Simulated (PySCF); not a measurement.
```yaml
atoms:
  - { symbol: As, position_ang: [0.0000, 0.0000, -0.6057] }
  - { symbol: S, position_ang: [0.0000, 0.0000, 1.4193] }
```

Theory: PySCF 2.14.0, PBE0/def2-SVP, non-relativistic Hamiltonian with scalar-relativistic core potentials where named, at a bond length of 2.025 Å.

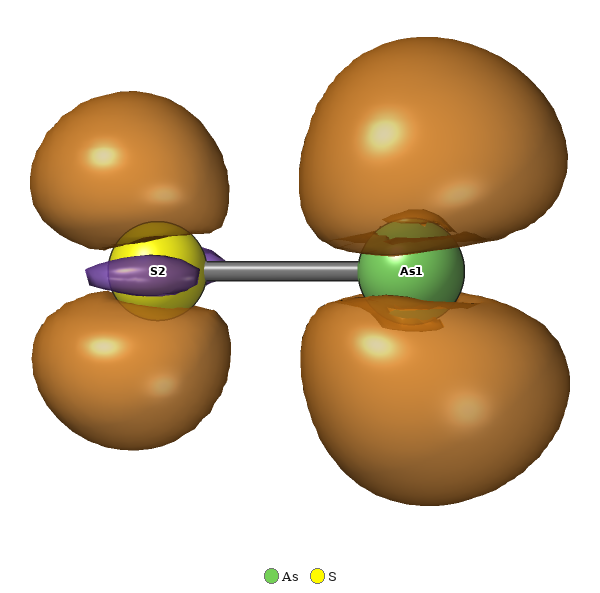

AsS (doublet). Isosurfaces of the spin density at +0.02 (orange) and −0.02 e/Å³ (purple), seen from one side.

> Describe the spin distribution.

The unpaired spin (1 electron) lies mostly on As1 (about 0.7) and S2 (about 0.3), in electrons by Hirshfeld's partition.
